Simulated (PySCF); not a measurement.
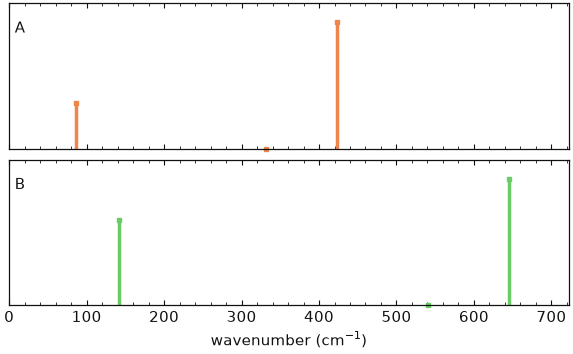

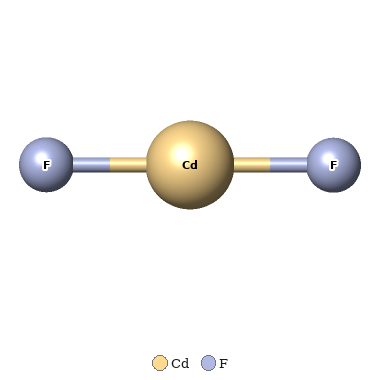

Harmonic infrared lines of CdF₂ and CdCl₂, all D∞h singlets, each the lowest point that its search found (CdF₂ is drawn); the ligand atom changes down one group of the periodic table. PBE0/def2-TZVP (core potentials past Kr), PySCF 2.14.0, unscaled, no spin-orbit coupling; each panel is scaled to its strongest line, degenerate modes are one line with their intensities summed, and dots on the axis are modes too weak to show or inactive.

Question: Which panel belongs to which molecule?

Answer: A: CdCl₂ (strongest line 423.5 cm⁻¹); B: CdF₂ (strongest line 645.6 cm⁻¹).

Question: How do the bond length and the stretches change along the series?

Answer: Mean bond length: CdF₂ 1.922, CdCl₂ 2.265 Å, rising down the group. Highest σu+ mode: CdF₂ 646, CdCl₂ 423 cm⁻¹, falling down the group.

Question: Give the modes by symmetry (cm⁻¹).

Answer:
| symmetry | CdF₂ | CdCl₂ |
| --- | --- | --- |
| πu | 141.1 | 86.0 |
| σg+ | 541.3 | 331.7 |
| σu+ | 645.6 | 423.5 |

Limits of at least one run: closed-shell stability not tested.
